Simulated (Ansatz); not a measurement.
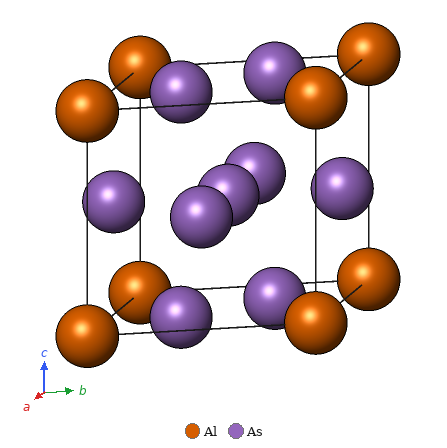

Spheres-only representation of a periodic structure, projected slightly off an axis. The lines enclose the simulation cell; boundary atoms appear with their images.

Input deck:
```yaml
crystal:
  lattice:
    - [5.3637706193, 0.0, 0.0]
    - [-2.6818853097, 4.6451616163, 0.0]
    - [0.0, 0.0, 5.1391961075]
  atoms:
    - { symbol: Al, position: [0.0, 0.0, 0.0] }
    - { symbol: As, position: [0.3333333333, 0.6666666667, 0.0] }
    - { symbol: As, position: [0.6666666667, 0.3333333333, 0.0] }
    - { symbol: As, position: [0.5, 0.0, 0.5] }
    - { symbol: As, position: [0.5, 0.5, 0.5] }
    - { symbol: As, position: [0.0, 0.5, 0.5] }
basis:
  ecutwfc: 420
kpoints:
  mp_grid: { grid: [12, 12, 8] }
  band_path:
    path:
      - [[0.0, 0.0, 0.0], [0.5, 0.0, 0.0], [0.33333333, 0.33333333, 0.0], [0.0, 0.0, 0.0], [0.0, 0.0, 0.5], [0.5, 0.0, 0.5], [0.33333333, 0.33333333, 0.5], [0.0, 0.0, 0.5]]
      - [[0.5, 0.0, 0.5], [0.5, 0.0, 0.0]]
      - [[0.33333333, 0.33333333, 0.5], [0.33333333, 0.33333333, 0.0]]
    npoints: 14
hamiltonian:
  xc: pbe
scf:
  occupations: { method: gaussian, width: 0.1 }
  n_extra_bands: 15
output:
  forces: true
  stress: true
  eigenvalues: true
  populations: true
  dos: { projected: true, de: 0.02, nscf_kmesh: { grid: [15, 15, 10] } }
  bader: true
  write_density: true
  write_potential: true
  elf: true
  volumetric_format: npy
```
Run as:
```sh
ansatz run input.yaml --threads 1 --pin off --max-ram 2560MiB --backend cpu --events-out ev --progress --plain --runs-dir out
```

Run with Ansatz, DFT PBE, scalar-relativistic, plane waves, PAW and these settings: an energy cutoff of 420 eV, 12×12×8 k-mesh, Gaussian smearing of 0.1 eV, no spin polarisation.

**What net charge does each kind of atom have (Bader)?**

Al +0.63 e; As -0.19 to -0.08 e.

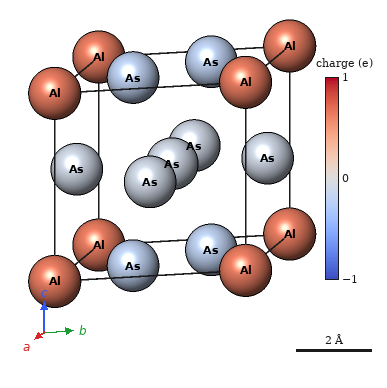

The atoms coloured by those charges.

The model was built from a structure type filled with these elements by a generator (whether the compound takes this form wasn't checked). Earlier steps of the study may have refined or changed the cell and positions. It went into a calculation with Ansatz.
